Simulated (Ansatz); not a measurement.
**ScAl (Pm-3m): the cell at rest**

Task: relax ScAl (Pm-3m) tightly.

Main program and level: Ansatz 0.2.0; DFT LDA, scalar-relativistic, plane waves, PAW.

## Step 1: The starting structure

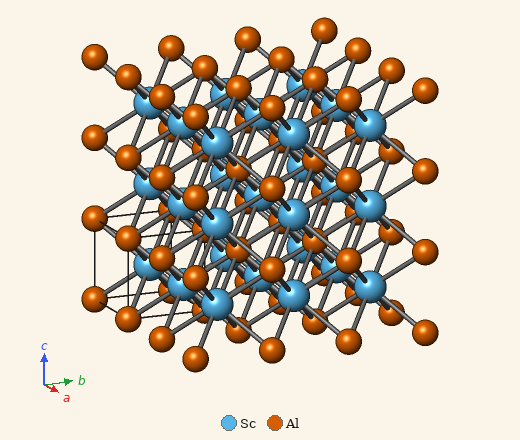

Start, viewed slightly off an axis; scandium blue, aluminium orange. 3×3×3 cells are drawn. Some periodic images of atoms are drawn too.

## Step 2: A coarse first look

First a cheap look: the gap decides the mesh and the occupations, the pressure tells how far the cell has to move.

Input file input.yaml:

```yaml
crystal:
  lattice:
    - [3.37034897, 0.0, 0.0]
    - [0.0, 3.37034897, 0.0]
    - [0.0, 0.0, 3.37034897]
  atoms:
    - { symbol: Sc, position: [0.5, 0.5, 0.5] }
    - { symbol: Al, position: [0.0, 0.0, 0.0] }
kpoints:
  mp_grid: { grid: [6, 6, 6] }
hamiltonian:
  xc: lda
scf:
  occupations: { method: gaussian, width: 0.1 }
output:
  forces: true
  stress: true
  eigenvalues: true
```

On the command line:

```console
> ansatz run input.yaml --threads 4 --pin off --max-ram 7168MiB --backend cpu --events-out ev --progress --plain --runs-dir out
```

Numbers of over 12 decimals in the logs are rounded to 6 here.

Log:

```text
Engine: ansatz 0.2.0, aarch64-unknown-linux-gnu
Pseudopotentials: kind: paw
Pseudopotential: Sc, paw, valence charge 11, recommended cutoff 420 eV (normal), Sc.paw.azcp
Pseudopotential: Al, paw, valence charge 3, recommended cutoff 420 eV (normal), Al.paw.azcp
Functional definition: SPW92
  exchange = slater_x
  correlation = pw_c
Crystal: 2 atoms, lattice volume = 38.285 Å³
Basis set: ecut = 420 eV, 739 PW (Γ)
[...]
--- Band table (eV; the first three rows and the last of 20) ---
  k-point 0: bands = [... 3 lower, -18.4418, 0.9553, 8.6929, 8.6929, 12.0152, 12.0152, 12.0152, 13.0893]
  k-point 1: bands = [... 3 lower, -18.4377, 1.3473, 8.2261, 8.8839, 11.1951, 11.1951, 12.0708, 12.3734]
  k-point 2: bands = [... 3 lower, -18.4294, 2.4559, 6.4969, 9.3326, 10.3965, 10.3965, 12.1857, 12.5944]
  k-point 19: bands = [... 3 lower, -18.5752, 6.8392, 6.8392, 6.8392, 8.8191, 12.3251, 12.3251, 12.3251]
[key lines of the parts left out:]
SCF converged after 6 iterations
Free energy (F): -2602.840047 eV
Fermi energy:    9.389190 eV
P = ⅓ Tr σ = -4.3624 GPa (-43.624 kbar)
```

Wall time 1 s (4 threads of Arm Neoverse N1, shared host); peak memory 0.27 GiB.

This step gave:

```
pressure          : -4.362 GPa
volume per atom   : 19.14 Å³
gap on the k-mesh : 0 eV
```

The coarse mesh shows no gap and a pressure of -4.4 GPa.

## Step 3: Relaxation

Harmonic phonons are second derivatives at a point where the forces vanish, and they are wanted at zero stress, so atoms and cell are relaxed first.

input.yaml, the sections that differ from step 2:

```yaml
kpoints:
  mp_grid: { grid: [12, 12, 12] }
relax:
  adjacent_minimum: "off"
  f_tol: 0.005
  max_steps: 80
  cell: { stress_tol: 0.05 }
# crystal, hamiltonian, scf, output: as in step 2
```

Log:

```text
[...]
Crystal: 2 atoms, lattice volume = 38.285 Å³
Basis set: ecut = 420 eV, 739 PW (Γ)
Bands: 11, of which v1, the nominal top of the filled ones, is band 7 counted from 1 (6 counted from 0)
Symmetry: 48 space group operations
[...]
k-points: 84 of 1728
[...]
SCF iter   1: F=—  HF=-2602.843840 eV  |F-HF|=—  |Δ(HF+E_count)|=         —  Δρ=3.95e-3  dr2=6.59e-3  ethr=1.77e-3  ⟨swp⟩=5.0  Hψ=4901  notcnv=0
[...]
SCF iter   6: F=-2602.842506 eV  HF=-2602.842506 eV  |F-HF|=1.56e-10  |Δ(HF+E_count)|=   1.52e-8  Δρ=1.69e-6  dr2=5.51e-10  ethr=5.59e-10  ⟨swp⟩=2.0  Hψ=3053  notcnv=0
SCF 1 converged in 6 iterations: F = -2602.842506 eV  dr2 = 5.51e-10
[...]
relax step   1: F+E_penalty+E_count = -2602.84250631 eV  Δ(F+E_penalty+E_count) = +0.000e0 eV  max|allowed force component| = 2.595e-29 eV/Å  Δτ_max = 0.0000 Å  P = -4.369 GPa  Ω = 38.285 Å³  (6 SCF iters, dr2 threshold 1.00e-7 eV, accepted)
Crystal: 2 atoms, lattice volume = 34.775 Å³
Basis set: ecut = 420 eV, 691 PW (Γ)
[...]
iter 1 solved again at ethr=1.20e-5 eV; its pass at ethr=3.10e-3 eV (dr2=1.68e-3 eV) is discarded
[...]
SCF iter   5: F=-2602.857428 eV  HF=-2602.857428 eV  |F-HF|=5.36e-9  |Δ(HF+E_count)|=   1.47e-7  Δρ=4.78e-6  dr2=1.09e-8  ethr=1.43e-9  ⟨swp⟩=5.0  Hψ=4043  notcnv=0
SCF 2 converged in 5 iterations: F = -2602.857428 eV  dr2 = 1.09e-8
relax step   2: F+E_penalty+E_count = -2602.85742762 eV  Δ(F+E_penalty+E_count) = -1.492e-2 eV  max|allowed force component| = 7.301e-30 eV/Å  Δτ_max = 0.0000 Å  P = +3.767 GPa  Ω = 34.775 Å³  energy of the carried Pulay correction = +6.988e-4 eV  (5 SCF iters, dr2 threshold 2.00e-7 eV, accepted)
Crystal: 2 atoms, lattice volume = 36.316 Å³
[...]
SCF iter   5: F=-2602.873006 eV  HF=-2602.873006 eV  |F-HF|=1.88e-10  |Δ(HF+E_count)|=   6.55e-8  Δρ=2.37e-6  dr2=8.41e-10  ethr=1.43e-9  ⟨swp⟩=4.0  Hψ=3150  notcnv=0
SCF 3 converged in 5 iterations: F = -2602.873006 eV  dr2 = 8.41e-10
relax step   3: F+E_penalty+E_count = -2602.87300562 eV  Δ(F+E_penalty+E_count) = -1.558e-2 eV  max|allowed force component| = 1.602e-30 eV/Å  Δτ_max = 0.0000 Å  P = -0.325 GPa  Ω = 36.316 Å³  energy of the carried Pulay correction = +3.837e-4 eV  (5 SCF iters, dr2 threshold 2.00e-7 eV, accepted)
[...]
relax step   4: F+E_penalty+E_count = -2602.87316800 eV  Δ(F+E_penalty+E_count) = -1.624e-4 eV  max|allowed force component| = 2.202e-29 eV/Å  Δτ_max = 0.0000 Å  P = -0.018 GPa  Ω = 36.189 Å³  energy of the carried Pulay correction = +4.093e-4 eV  (3 SCF iters, dr2 threshold 2.00e-7 eV, accepted)
[...]
SCF iter   5: F=-2602.872863 eV  HF=-2602.872863 eV  |F-HF|=2.09e-11  |Δ(HF+E_count)|=   1.12e-9  Δρ=3.70e-7  dr2=5.07e-12  ethr=1.00e-12  ⟨swp⟩=3.2  Hψ=3621  notcnv=0
SCF 5 converged in 5 iterations: F = -2602.872863 eV  dr2 = 5.07e-12
relax step   5: F+E_penalty+E_count = -2602.87286325 eV  Δ(F+E_penalty+E_count) = +3.047e-4 eV  max|allowed force component| = 4.135e-29 eV/Å  Δτ_max = 0.0000 Å  P = -0.033 GPa  Ω = 36.189 Å³  stress off target by 3.30e-2 GPa  SCF on the basis re-selected at this cell (its energy is not comparable with the rows above)  (5 SCF iters)
basis re-selected at this cell: Δ(F+E_penalty+E_count) = +3.047e-4 eV, ΔP = -0.015 GPa vs the last step (what re-selecting the basis moved, of the pressure what is left beyond the Pulay correction that the steps carried, after the strain that the cell walked since its last selection, with what the two solves' SCF thresholds leave and, on support functions, any second-order correction that the steps lacked; it is no m [...]
SCF converged after 5 iterations
Free energy (F): -2602.872863 eV
[...]
Internal energy: -2602.869582 eV  (E = F + TS)
E sigma→0 (E₀):  -2602.871223 eV
Entropy (-TS):   -0.003281 eV (-1.640 meV/atom)
Fermi energy:    9.991360 eV
[...]
--- Stress (GPa, compression-positive) ---
       -0.033005       0.000000      -0.000000
        0.000000      -0.033005       0.000000
       -0.000000       0.000000      -0.033005
  P = ⅓ Tr σ = -0.0330 GPa (-0.330 kbar)
--- Band table (eV; the first three rows and the last of 84) ---
  k-point 0: bands = [... 3 lower, -17.6388, 1.3939, 9.2453, 9.2453, 12.8310, 12.8310, 12.8310, 13.9861]
  k-point 1: bands = [... 3 lower, -17.6374, 1.4981, 9.1570, 9.2983, 12.4985, 12.4985, 12.8472, 13.6933]
  k-point 2: bands = [... 3 lower, -17.6337, 1.8062, 8.8022, 9.4502, 11.9608, 11.9608, 12.8920, 13.2584]
  k-point 83: bands = [... 3 lower, -17.8008, 7.3423, 7.3423, 7.3423, 9.7357, 13.1565, 13.1565, 13.1565]
--- Relaxed structure (4 steps of the walk, 4 accepted, 1 SCFs on fresh bases) ---
  F+E_penalty+E_count = -2602.87286325 eV   max|allowed force component| = 4.135e-29 eV/Å   (the final SCF, on the basis selected at the relaxed cell)
  cell:  # Å, volume = 36.1890 Å³
    - [3.307696, 0, 0]
    - [0, 3.307696, 0]
    - [0, 0, 3.307696]
  atoms:
    - { symbol: Sc, position: [0.500000, 0.500000, 0.500000] }
    - { symbol: Al, position: [0, 0, 0] }
```

Run time: 4.7 s. Hardware: 4 threads; peak memory 0.35 GiB; 17 s of CPU time.

Step by step:

```
step  energy less that of the first step (eV)  largest force component (eV/Å)  pressure (GPa)  volume (Å³)
   1                                   0.0000                          0.0000           -4.37        38.28
   2                                  -0.0149                          0.0000            3.77        34.77
   3                                  -0.0305                          0.0000           -0.33        36.32
   4                                  -0.0307                          0.0000           -0.02        36.19
  5*                                  -0.0304                          0.0000           -0.03        36.19
```

Relaxation steps marked * repeat the geometry before them on a plane-wave basis chosen anew for their cell, so energy and pressure can jump there.

The run keeps the 48 symmetry operations that it works with, so distortions that break them were not tested.

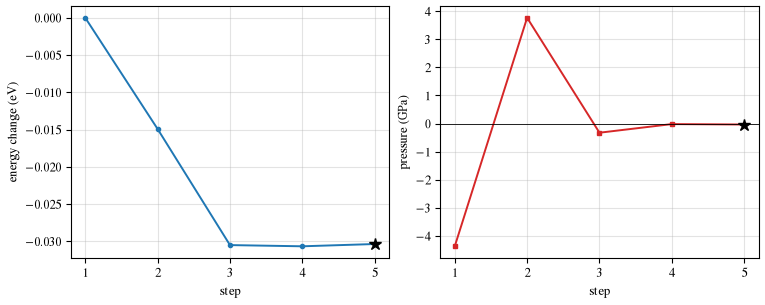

Energy and pressure along the relaxation. Stars mark steps on a basis chosen anew.

```
conventional cell, symmetrised  before  after  change
                         a (Å)   3.370  3.308  -1.9 %
                         b (Å)   3.370  3.308  -1.9 %
                         c (Å)   3.370  3.308  -1.9 %
              volume (Å³/atom)   19.14  18.09  -5.5 %
```

Final coordinates:

```xyz
2
Lattice="3.3077 0.0000 0.0000 0.0000 3.3077 0.0000 0.0000 0.0000 3.3077" Properties=species:S:1:pos:R:3 pbc="T T T"
Sc    1.6538    1.6538    1.6538
Al    0.0000    0.0000    0.0000
```

This step gave:

- pressure: -0.03301 GPa
- volume per atom: 18.09 Å³

In this step the volume went from 19.14 to 18.09 Å³/atom.

## Step 4: Tight relaxation

Phonons need a cell at rest on their own settings, so the relaxation is repeated with tight tolerances on forces and stress on the k mesh and occupations of the first response run.

input.yaml, the sections that differ from step 3:

```yaml
crystal:
  lattice:
    - [3.3076960683, 0.0, 0.0]
    - [0.0, 3.3076960683, 0.0]
    - [0.0, 0.0, 3.3076960683]
  atoms:
    - { symbol: Sc, position: [0.5, 0.5, 0.5] }
    - { symbol: Al, position: [0.0, 0.0, 0.0] }
scf:
  occupations: { method: methfessel_paxton, width: 0.15 }
relax:
  adjacent_minimum: "off"
  f_tol: 0.001
  max_steps: 60
  cell: { stress_tol: 0.01 }
# kpoints, hamiltonian, output: as in step 3
```

Log:

```text
[...]
Crystal: 2 atoms, lattice volume = 36.189 Å³
Basis set: ecut = 420 eV, 739 PW (Γ)
Bands: 11, of which v1, the nominal top of the filled ones, is band 7 counted from 1 (6 counted from 0)
[... 1 set-up line as in the run before ...]
[...]
k-points: 84 of 1728
[...]
k-point 83: bands = [... 3 lower, -17.7935, 7.3475, 7.3475, 7.3475, 9.7457, 13.1651, 13.1651, 13.1651]
--- Relaxed structure (3 steps of the walk, 3 accepted, 1 SCFs on fresh bases) ---
[...]
cell:  # Å, volume = 36.1683 Å³
    - [3.307065, 0, 0.0]
    - [0, 3.307065, 0.0]
    - [0.0, 0.0, 3.307065]
  atoms:
    - { symbol: Sc, position: [0.500000, 0.500000, 0.500000] }
    - { symbol: Al, position: [0, 0, 0] }
[key lines of the parts left out:]
SCF converged after 4 iterations
Free energy (F): -2602.870838 eV
Fermi energy:    9.997653 eV
P = ⅓ Tr σ = -0.0002 GPa (-0.002 kbar)
```

Run time: 4.1 s. Hardware: 4 threads; peak memory 0.35 GiB; 13 s of CPU time.

Little changed from the start: no atom moved by 0.005 Å and no cell edge by 0.1 %.

Numbers from this step:

| Quantity | Value |
| --- | --- |
| pressure | -2.27e-4 GPa |
| volume per atom | 18.08 Å³ |

The forces vanish by symmetry and the pressure is 0.000 GPa, within the tolerances set. The cell now holds 18.08 Å³/atom.

## Step 5: What came out

```yaml
space_group_after_relaxation_within_0p01_a: Pm-3m
lattice_constant_a: 3.307 Å
lattice_constant_b: 3.307 Å
lattice_constant_c: 3.307 Å
volume_per_atom: 18.1 Å³
```

**Reading.** The forces vanish by symmetry and the pressure is 0.000 GPa, within the tolerances set. The cell now holds 18.08 Å³/atom. The relaxation keeps the symmetry of its start, so it says nothing on stability against lower symmetry.

[Logs are printed without paths, hosts, clocks, repeated set-up lines and the standing remarks that a program may print on its own settings, such as how far it seeks lower states.]

[Hosts, paths, dates, database ids (printed as entryN), source tags and the programs' standing remarks are cut or masked in the printed files.]
